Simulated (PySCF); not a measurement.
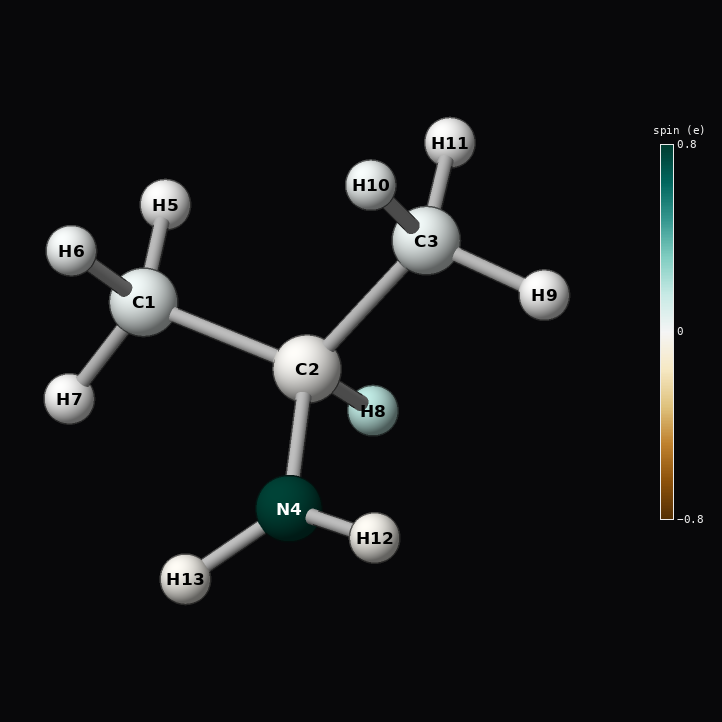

Atoms are coloured by their Mulliken spin populations. State: charge +1, doublet. The geometry was computed by an optimisation with GFN2-xTB. No frequency run is at hand to confirm it as a minimum. Properties computed with UKS B3LYP, pcH-1 on C H N, non-relativistic (PySCF 2.14.0).

List the Mulliken spin populations.

```
atom  value (e)
  C1       0.04
  C2      −0.01
  C3       0.04
  N4       0.78
  H5       0.00
  H6       0.02
  H7       0.00
  H8       0.18
  H9       0.00
 H10       0.02
 H11       0.00
 H12      −0.03
 H13      −0.03
```

Mulliken values depend strongly on the basis set.
